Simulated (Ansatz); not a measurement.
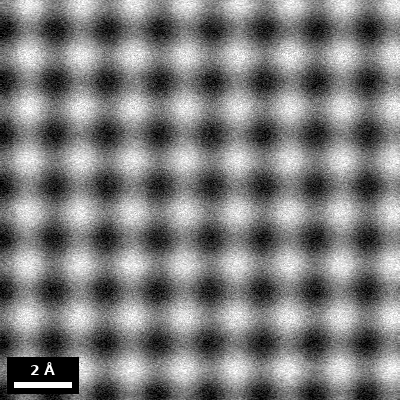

Phase-contrast TEM-like image of Cu (Fm-3m, No. 225) along [001]. Simulated in the weak-phase-object approximation with neutral-atom potentials: 300 kV, Cs = 0.60 mm, defocus −412 Å (negative is underfocus), defocus spread 20 Å, aperture 0.58 1/Å. Shot noise and a slight drift were added. Atomic positions: the geometry given to an electronic-structure calculation, possibly off equilibrium.

Do the atom columns appear dark or bright, and why?

Dark. With positive Cs and underfocus sin χ is negative over the pass band, so the strongest columns (Cu) come out darker than the background.

What point resolution do these settings give, and which lattice spacings pass?

About 1.7 Å (0.66 |Cs|^(1/4) λ^(3/4) with λ = 0.0197 Å). The spacings that carry visible contrast are {200} at 1.81 Å.
